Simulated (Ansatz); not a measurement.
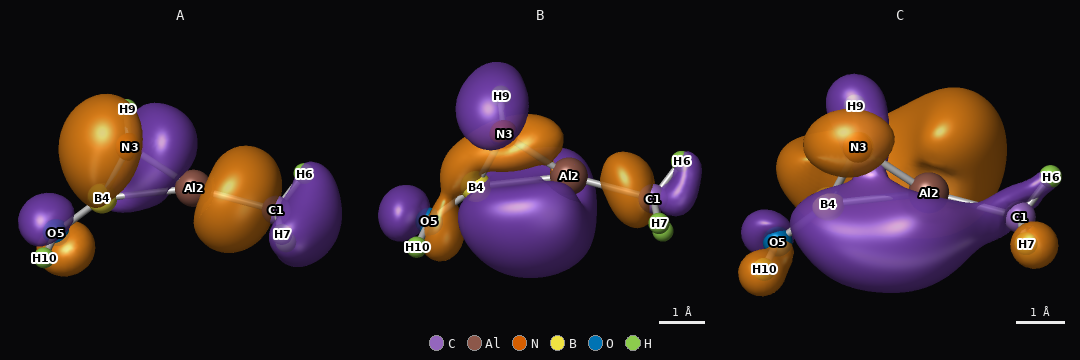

Figure 1: CH5AlBNO (SMILES [CH3][Al]1[NH][B]1O). Three frontier orbitals at ±0.08 Å⁻³ᐟ² (orange and purple are the two phases), in no order.

Level of theory: SCF B3LYP, Gaussian basis (Ansatz).

```xyz
10

C    -1.7452   -1.3813   -0.1229
Al   -0.1447   -0.2955    0.2427
N     1.0331    0.5896    1.2787
B     1.4724    1.0740   -0.1602
O     2.1891    1.8657   -1.0974
H    -1.8474   -2.1895    0.5515
H    -2.6550   -0.6869    0.0205
H    -1.7330   -1.6782   -1.1908
H     1.8122   -0.0833    1.5910
H     1.7015    2.7342   -1.1099
```

> Order the three orbitals by energy and name them.

A is the HOMO−1 (−8.13 eV). It lies mainly on N3 (about 35 %), C1 (about 25 %), Al2 (about 15 %) and O5 (about 5 %). B is the HOMO (−4.36 eV). Its weight (Hirshfeld) is mainly on Al2 (about 35 %), B4 (about 30 %), N3 (about 20 %) and O5 (about 10 %). C is the LUMO (−1.48 eV). Its weight (Hirshfeld) is mainly on Al2 (about 45 %), B4 (about 25 %) and N3 (about 10 %).

> What is the HOMO–LUMO gap?

2.88 eV between the orbital energies.
